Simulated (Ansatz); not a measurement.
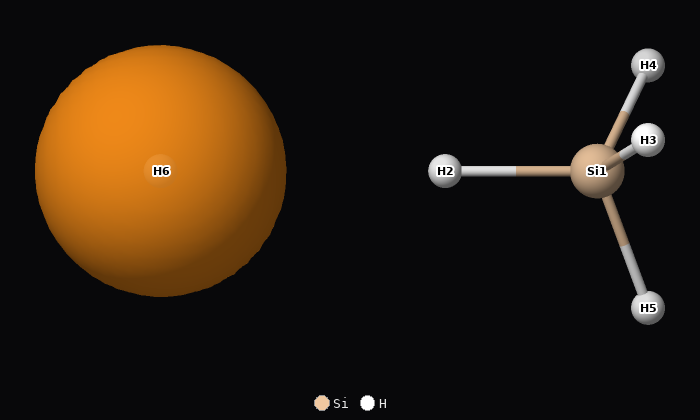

*SiH$_{4}$···H (doublet). Isosurface of the spin density (α minus β) at +0.02 e/Å³ (orange), seen from one side.*

Level of theory: UKS PBE-D4/def2-SVP in Ansatz.

```json
{"atom": "Si", "x (Å)": "0.0003", "y (Å)": "0.0000", "z (Å)": "-0.2321"}
{"atom": "H", "x (Å)": "0.0001", "y (Å)": "0.0000", "z (Å)": "1.2710"}
{"atom": "H", "x (Å)": "1.4173", "y (Å)": "0.0000", "z (Å)": "-0.7331"}
{"atom": "H", "x (Å)": "-0.7081", "y (Å)": "1.2271", "z (Å)": "-0.7334"}
{"atom": "H", "x (Å)": "-0.7081", "y (Å)": "-1.2271", "z (Å)": "-0.7334"}
{"atom": "H", "x (Å)": "-0.0001", "y (Å)": "0.0000", "z (Å)": "4.0826"}
```

Describe the spin distribution.

The unpaired spin (1 electron) lies mostly on H6 (about 1.0), in electrons by Hirshfeld's partition.
